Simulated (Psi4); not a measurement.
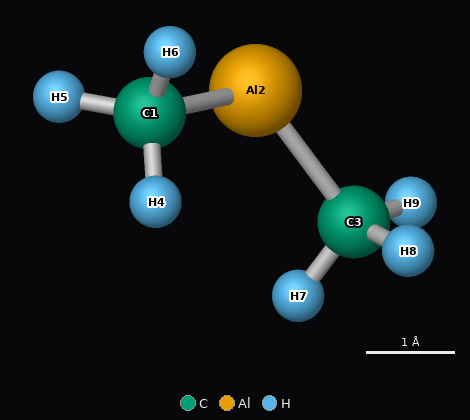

The input geometry (ball-and-stick view, seen at a tilt; atoms are numbered from 1 in the order of the input). Sticks mark near contacts.

## Run report: C₂H₆Al, property calculation

C₂H₆Al, multiplicity 2, SMILES [CH3][Al][CH3], computed with wB97M-V/def2-TZVP, UKS (Psi4 1.11).

The geometry comes from this level: PBE0-D4/def2-TZVP.

Input file (calc.inp)
```
memory 1600 MB

molecule geom {
  0 2
  C     -1.53200097     2.13652436    -1.77917715
  Al     1.38138980     1.33320178     0.40043297
  C      1.65785673    -2.10024161     1.80997968
  H     -2.77374001     0.49983256    -2.02011723
  H     -0.91065902     2.76070090    -3.65076190
  H     -2.64845116     3.68496594    -0.98209067
  H      1.72966632    -3.47369456     0.25964837
  H     -0.04119603    -2.52826458     2.91679227
  H      3.30456407    -2.40051910     3.01297933
  units bohr
  symmetry c1
}

set reference uks
set puream true
set scf_type pk
set dft_radial_points 25
set dft_spherical_points 50
set maxiter 100

result, w = energy('wb97m-v/def2-TZVP', return_wfn=True)
oeprop(w, 'DIPOLE', 'QUADRUPOLE', 'MULLIKEN_CHARGES', 'LOWDIN_CHARGES')
```

Run on 1 thread of AMD EPYC (Zen 5), 16 GiB of memory available, shared host.

Command:
```bash
psi4 -i calc.inp -o calc.out -n 1
```

Output
```
Psi4 1.11 release

   => Loading Basis Set <=

    Name: DEF2-TZVP
    Role: ORBITAL
    Keyword: BASIS

         ---------------------------------------------------------
                                   SCF
                              UKS Reference
                        1 Threads,   1525 MiB Core
         ---------------------------------------------------------

  ==> Geometry <==

    Molecular point group: c1
    Full point group: C1

    Geometry (in Bohr), charge = 0, multiplicity = 2:

       Center              X                  Y                   Z               Mass
    ------------   -----------------  -----------------  -----------------  -----------------
         C           -2.188374514864     1.523868313328    -1.966921049340    12.000000000000
         AL           0.725016255136     0.720545733328     0.212689070660    26.981538530000
         C            1.001483185136    -2.712897656672     1.622235780660    12.000000000000
         H           -3.430113554864    -0.112823486672    -2.207861129340     1.007825032230
         H           -1.567032564864     2.148044853328    -3.838505799340     1.007825032230
         H           -3.304824704864     3.072309893328    -1.169834569340     1.007825032230
         H            1.073292775136    -4.086350606672     0.071904470660     1.007825032230
         H           -0.697569574864    -3.140920626672     2.729048370660     1.007825032230
         H            2.648190525136    -3.013175146672     2.825235430660     1.007825032230

  Running in c1 symmetry.

  Rotational constants: A =      0.79352  B =      0.17238  C =      0.14944 [cm^-1]
  Rotational constants: A =  23789.08606  B =   5167.87198  C =   4480.17148 [MHz]
  Nuclear repulsion =   88.857473569738161

  Charge       = 0
  Multiplicity = 2
  Electrons    = 31
  Nalpha       = 16
  Nbeta        = 15

  ==> Algorithm <==

  SCF Algorithm Type is PK.
  DIIS enabled.
  MOM disabled.
  Fractional occupation disabled.
  Guess Type is SAD.
  Energy threshold   = 1.00e-06
  Density threshold  = 1.00e-06
  Integral threshold = 1.00e-12

  ==> Primary Basis <==

  Basis Set: DEF2-TZVP
    Blend: DEF2-TZVP
    Number of shells: 59
    Number of basis functions: 135
    Number of Cartesian functions: 150
    Spherical Harmonics?: true
    Max angular momentum: 3

  ==> DFT Potential <==

   => LibXC <=

    Version 7.1.2

   => Composite Functional: WB97M-V <=

    wB97M-V Hyb-GGA Exchange-Correlation Functional

    Deriv               =              1
    GGA                 =           TRUE
    Meta                =           TRUE

    Exchange Hybrid     =           TRUE
    MP2 Hybrid          =          FALSE

   => Exchange-Correlation Functionals <=

    1.0000   wB97M-V exchange-correlation functional

   => Exact (HF) Exchange <=

    0.8500            HF,LR [omega = 0.3000]
    0.1500               HF

   => LibXC Density Thresholds  <==

    XC_HYB_MGGA_XC_WB97M_V:  1.00E-13

   => VV10 Non-Local Parameters <=

    VV10 B              =     6.0000E+00
    VV10 C              =     1.0000E-02

   => Molecular Quadrature <=

    Radial Scheme          =       TREUTLER
    Pruning Scheme         =           NONE
    Nuclear Scheme         =       TREUTLER

    Blocking Scheme        =         OCTREE
    BS radius alpha        =              1
    Pruning alpha          =              1
    Radial Points          =             25
    Spherical Points       =             50
    Total Points           =          10998
    Total Blocks           =            123
    Max Points             =            243
    Max Functions          =            134
    Weights Tolerance      =       1.00E-15

  ==> Integral Setup <==

  Using integral reordering PK algorithm.
  Sizing the integral batches needed.
  Building batch lookup table.
   Calculation information:
      Number of atoms:                   9
      Number of AO shells:              59
      Number of primitives:            103
      Number of atomic orbitals:       150
      Number of basis functions:       135

      Integral cutoff                 1.00e-12
      Number of threads:                 1

	Batch   1 pq = [       0,    9180] index = [             0,42140790] size =     42140790
  Task number: 2
  Buffer size: 31084182
  Buffer per thread: 2
  We computed 1404034 shell quartets total.
  Whereas there are 1567335 unique shell quartets.

  Computing range-separated integrals for PK
  wK Task number: 1
  wK Buffer size: 62168364
  wK Buffer per thread: 1
  We computed 1379573 wK shell quartets total.
  Whereas there are 1567335 wK unique shell quartets.

  ==> DiskJK: Disk-Based J/K Matrices <==

    J tasked:                  Yes
    K tasked:                  Yes
    wK tasked:                 Yes
    Omega:               3.000E-01
    Memory [MiB]:             1054
    Schwarz Cutoff:          1E-12

  Cached 100.0% of DFT collocation blocks in 0.088 [GiB].

  Minimum eigenvalue in the overlap matrix is 1.5913943102E-03.
  Reciprocal condition number of the overlap matrix is 2.2336981324E-04.
    Using symmetric orthogonalization.

  ==> Pre-Iterations <==

  SCF Guess: Superposition of Atomic Densities via on-the-fly atomic UHF (no occupation information).

   -------------------------
    Irrep   Nso     Nmo
   -------------------------
     A        135     135
   -------------------------
    Total     135     135
   -------------------------

  ==> Iterations <==

                        Total Energy        Delta E     RMS |[F,P]|

   @UKS iter SAD:  -321.28188466113505   -3.21282e+02   0.00000e+00
   @UKS iter   1:  -321.81886322146022   -5.36979e-01   6.28202e-03 ADIIS/DIIS
   @UKS iter   2:  -321.95121047928836   -1.32347e-01   4.80273e-03 ADIIS/DIIS
   @UKS iter   3:  -322.17255347634682   -2.21343e-01   2.84930e-04 ADIIS/DIIS
   @UKS iter   4:  -322.17370857537105   -1.15510e-03   9.52215e-05 DIIS
   @UKS iter   5:  -322.17383385136509   -1.25276e-04   2.11865e-05 DIIS
   @UKS iter   6:  -322.17385032479535   -1.64734e-05   5.08382e-06 DIIS
   @UKS iter   7:  -322.17385178530333   -1.46051e-06   1.68030e-06 DIIS
   @UKS iter   8:  -322.17385191960261   -1.34299e-07   6.34318e-07 DIIS
  Energy and wave function converged.

  ==> Post-Iterations <==

   Electrons on quadrature grid:
      Nalpha   =   16.0013270807 ; deviation = 1.327e-03
      Nbeta    =   15.0010659931 ; deviation = 1.066e-03
      Ntotal   =   31.0023930738 ; deviation = 2.393e-03

   @Spin Contamination Metric:   1.052119452E-03
   @S^2 Expected:                7.500000000E-01
   @S^2 Observed:                7.510521195E-01
   @S   Expected:                5.000000000E-01
   @S   Observed:                5.000000000E-01

    Orbital Energies [Eh]
    ---------------------

    Alpha Occupied:

       1A    -56.297547     2A    -10.310250     3A    -10.309471
       4A     -4.273912     5A     -2.790560     6A     -2.788254
       7A     -2.782036     8A     -0.797711     9A     -0.786531
      10A     -0.499197    11A     -0.493801    12A     -0.485892
      13A     -0.485846    14A     -0.469491    15A     -0.370627
      16A     -0.241456

    Alpha Virtual:

      17A      0.020109    18A      0.078133    19A      0.086586
      20A      0.153008    21A      0.166933    22A      0.168206
      23A      0.171618    24A      0.190910    25A      0.195464
      26A      0.234065    27A      0.248127    28A      0.252380
      29A      0.265996    30A      0.285043    31A      0.291419
      32A      0.303351    33A      0.315595    34A      0.332485
      35A      0.341275    36A      0.363259    37A      0.369166
      38A      0.370245    39A      0.446816    40A      0.485971
      41A      0.501419    42A      0.534756    43A      0.540438
      44A      0.547017    45A      0.552440    46A      0.585317
      47A      0.689815    48A      0.705525    49A      0.743101
      50A      0.762519    51A      0.780012    52A      0.804249
      53A      0.814914    54A      0.828415    55A      0.839357
      56A      0.853035    57A      0.866127    58A      0.867249
      59A      0.935241    60A      1.027789    61A      1.031389
      62A      1.032549    63A      1.084078    64A      1.094990
      65A      1.162113    66A      1.169949    67A      1.218509
      68A      1.226980    69A      1.259007    70A      1.294394
      71A      1.565887    72A      1.585004    73A      1.630800
      74A      1.636535    75A      1.659575    76A      1.670709
      77A      1.677292    78A      1.684044    79A      1.895525
      80A      1.907878    81A      1.966210    82A      1.988293
      83A      2.012240    84A      2.061564    85A      2.079128
      86A      2.104274    87A      2.128387    88A      2.149363
      89A      2.221372    90A      2.289432    91A      2.302879
      92A      2.335596    93A      2.362857    94A      2.410063
      95A      2.443550    96A      2.462610    97A      2.464958
      98A      2.478860    99A      2.649244   100A      2.657953
     101A      2.666350   102A      2.684320   103A      2.707846
     104A      2.933460   105A      2.942671   106A      3.176380
     107A      3.193853   108A      3.205632   109A      3.209607
     110A      3.230951   111A      3.247356   112A      3.310587
     113A      3.325013   114A      3.344684   115A      3.388347
     116A      3.399488   117A      3.405164   118A      3.582600
     119A      3.598733   120A      3.610458   121A      3.622080
     122A      3.622415   123A      3.653152   124A      4.244268
     125A      4.260471   126A      4.270823   127A      4.274645
     128A      4.368528   129A      4.382665   130A      7.821723
     131A      9.389666   132A      9.499264   133A      9.752472
     134A     22.462056   135A     22.468589

    Beta Occupied:

       1A    -56.295125     2A    -10.308072     3A    -10.307355
       4A     -4.270608     5A     -2.788244     6A     -2.780681
       7A     -2.780107     8A     -0.793504     9A     -0.783158
      10A     -0.496704    11A     -0.491872    12A     -0.484211
      13A     -0.482304    14A     -0.450647    15A     -0.356852

    Beta Virtual:

      16A     -0.007752    17A      0.030822    18A      0.082618
      19A      0.091706    20A      0.161393    21A      0.169837
      22A      0.170373    23A      0.172498    24A      0.199133
      25A      0.202404    26A      0.238977    27A      0.257240
      28A      0.264655    29A      0.273252    30A      0.301044
      31A      0.302507    32A      0.308540    33A      0.322219
      34A      0.334862    35A      0.351538    36A      0.369273
      37A      0.371625    38A      0.383548    39A      0.452503
      40A      0.488803    41A      0.508109    42A      0.538015
      43A      0.546324    44A      0.549719    45A      0.556191
      46A      0.597706    47A      0.693205    48A      0.708682
      49A      0.757267    50A      0.778114    51A      0.791504
      52A      0.824477    53A      0.831103    54A      0.861329
      55A      0.862158    56A      0.884880    57A      0.900829
      58A      0.905870    59A      0.945421    60A      1.036446
      61A      1.039583    62A      1.054645    63A      1.091790
      64A      1.118865    65A      1.169078    66A      1.183088
      67A      1.234223    68A      1.242956    69A      1.272222
      70A      1.324804    71A      1.568256    72A      1.587169
      73A      1.632943    74A      1.638179    75A      1.663133
      76A      1.675097    77A      1.681471    78A      1.689299
      79A      1.906420    80A      1.912077    81A      1.971376
      82A      1.998037    83A      2.014359    84A      2.072820
      85A      2.086891    86A      2.128221    87A      2.135371
      88A      2.164555    89A      2.227072    90A      2.295826
      91A      2.310624    92A      2.342184    93A      2.367584
      94A      2.419159    95A      2.445941    96A      2.466937
      97A      2.467858    98A      2.483051    99A      2.652272
     100A      2.660630   101A      2.669798   102A      2.688967
     103A      2.721563   104A      2.938666   105A      2.947951
     106A      3.183658   107A      3.199792   108A      3.213093
     109A      3.217254   110A      3.238433   111A      3.255777
     112A      3.316414   113A      3.329897   114A      3.349614
     115A      3.397202   116A      3.403595   117A      3.409642
     118A      3.588788   119A      3.604261   120A      3.616761
     121A      3.627609   122A      3.629042   123A      3.659887
     124A      4.252686   125A      4.268274   126A      4.277143
     127A      4.281013   128A      4.375247   129A      4.389443
     130A      7.827499   131A      9.392705   132A      9.527748
     133A      9.752416   134A     22.464747   135A     22.471213

    Final Occupation by Irrep:
              A
    DOCC [    15 ]
    SOCC [     1 ]
    NA   [    16 ]
    NB   [    15 ]

  @UKS Final Energy:  -322.17385191960261

   => Energetics <=

    Nuclear Repulsion Energy =             88.8574735697381612
    One-Electron Energy =                -619.6407003670345830
    Two-Electron Energy =                 231.5579707190093757
    DFT Exchange-Correlation Energy =     -23.0748508733345297
    Empirical Dispersion Energy =           0.0000000000000000
    VV10 Nonlocal Energy =                  0.1262550320189529
    Total Energy =                       -322.1738519196025550

  UHF NO Occupations:
  HONO-2 :   14  A 1.9998482
  HONO-1 :   15  A 1.9996731
  HONO-0 :   16  A 1.0000000
  LUNO+0 :   17  A 0.0003269
  LUNO+1 :   18  A 0.0001518
  LUNO+2 :   19  A 0.0000160
  LUNO+3 :   20  A 0.0000104

Computation Completed

Properties will be evaluated at   0.000000,   0.000000,   0.000000 [a0]

Properties computed using the SCF density matrix

 Multipole Moments:

 ------------------------------------------------------------------------------------
     Multipole            Electronic (a.u.)      Nuclear  (a.u.)        Total (a.u.)
 ------------------------------------------------------------------------------------

 L = 1.  Multiply by 2.5417464519 to convert [e a0] to [Debye]
 Dipole X            :          2.9163694           -2.9741938           -0.0578243
 Dipole Y            :          2.8475452           -2.8999966           -0.0524514
 Dipole Z            :          0.8740612           -0.8931669           -0.0191057
 Magnitude           :                                                    0.0803731

 ------------------------------------------------------------------------------------

	total time  =         74 seconds =       1.23 minutes

Properties will be evaluated at   0.000000,   0.000000,   0.000000 [a0]
OEProp: No title given, name of density matrix used for the following properties is 'SCF alpha density'

 Multipole Moments:

 ------------------------------------------------------------------------------------
     Multipole            Electronic (a.u.)      Nuclear  (a.u.)        Total (a.u.)
 ------------------------------------------------------------------------------------

 L = 1.  Multiply by 2.5417464519 to convert [e a0] to [Debye]
 Dipole X            :          2.9163694           -2.9741938           -0.0578243
 Dipole Y            :          2.8475452           -2.8999966           -0.0524514
 Dipole Z            :          0.8740612           -0.8931669           -0.0191057
 Magnitude           :                                                    0.0803731

 L = 2.  Multiply by 1.3450342976 to convert [e a0^2] to [Debye ang]
 Quadrupole XX       :        -96.9547717           75.3797511          -21.5750206
 Quadrupole XY       :         52.4369116          -52.8258063           -0.3888947
 Quadrupole XZ       :        -62.1653658           60.6882613           -1.4771045
 Quadrupole YY       :       -136.7841391          114.5501320          -22.2340071
 Quadrupole YZ       :         72.2440228          -71.3662100            0.8778128
 Quadrupole ZZ       :        -96.3648081           76.0027613          -20.3620468
 Traceless XX        :         13.0798013          -13.2644637           -0.1846625
 Traceless YY        :        -26.7495661           25.9059172           -0.8436489
 Traceless ZZ        :         13.6697648          -12.6414535            1.0283114

 ------------------------------------------------------------------------------------
  Mulliken Charges: (a.u.)
   Center  Symbol    Alpha    Beta     Spin     Total
       1     C     3.28826  3.23558  0.05268 -0.52384
       2    AL     6.75238  5.89524  0.85713  0.35238
       3     C     3.29874  3.24426  0.05449 -0.54300
       4     H     0.44821  0.43447  0.01374  0.11733
       5     H     0.44354  0.44171  0.00183  0.11475
       6     H     0.44364  0.44173  0.00191  0.11463
       7     H     0.44254  0.43389  0.00865  0.12358
       8     H     0.44277  0.43393  0.00884  0.12330
       9     H     0.43992  0.43919  0.00073  0.12088

   Total alpha = 16.00000, Total beta = 15.00000, Total charge =  0.00000

  Lowdin Charges: (a.u.)
   Center  Symbol    Alpha    Beta     Spin     Total
       1     C     3.29682  3.21592  0.08090 -0.51275
       2    AL     6.77276  5.97271  0.80004  0.25453
       3     C     3.29814  3.21606  0.08207 -0.51420
       4     H     0.44359  0.42985  0.01374  0.12656
       5     H     0.43684  0.43427  0.00256  0.12889
       6     H     0.43677  0.43419  0.00258  0.12903
       7     H     0.43770  0.43013  0.00757  0.13217
       8     H     0.43789  0.43011  0.00778  0.13200
       9     H     0.43949  0.43674  0.00275  0.12377

  Total alpha = 16.00000, Total beta = 15.00000, Total charge =  0.00000

    Psi4 run time: 0:01:13.93
```

Results in brief

- outcome: converged
- total energy: −322.173852 hartree
- basis functions: 135
- ⟨S²⟩: 0.751
- dipole moment: 0.20 D
- wall time: 75 s
- peak memory: 1.1 GiB

Notes

Settings chosen away from the usual ones: grid set to [25, 50] (from [15, 26]). These settings are looser than, or depart from, a standard set-up, so the numbers are not reference values for this system.
